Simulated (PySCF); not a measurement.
Molecule: C₂H₃O₂, SMILES [CH2]OC=O, doublet. Atoms near the plane z = 0.0 Å, at the B3LYP/def2-SVP optimised geometry (x, y, z in Å): C1 (-1.1, 0.7, 0.0), O2 (0.2, 0.5, 0.0), C3 (0.7, -0.8, 0.0), O4 (0.0, -1.8, 0.0), H5 (-1.8, -0.1, 0.0), H6 (-1.3, 1.8, 0.0), H7 (1.8, -0.8, 0.0).

Calculation: PySCF with unrestricted B3LYP/def2-TZVP. Cells within 0.4 Å of a nucleus heavier than hydrogen are left out (blank, or x). The values are rescaled to run from 0 to 1.

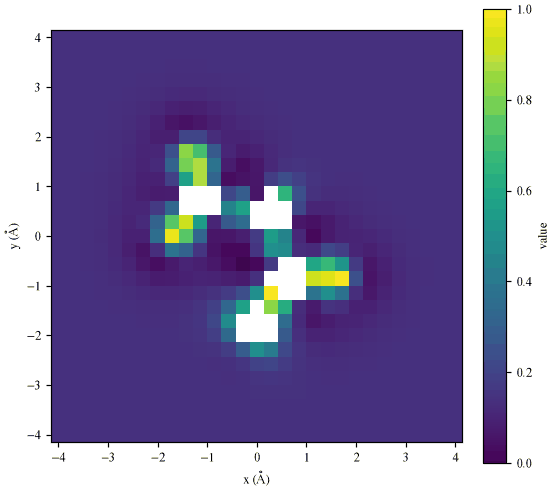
Figure: a field on the plane z = 0.0 Å.

Question: Which quantity is mapped?
A) deformation density (molecule minus spherical neutral atoms)
B) electrostatic potential
C) an orbital amplitude
D) log10 of the electron density

Answer: A, deformation density (molecule minus spherical neutral atoms). In full: deformation density (molecule minus spherical neutral atoms) (e/bohr³).
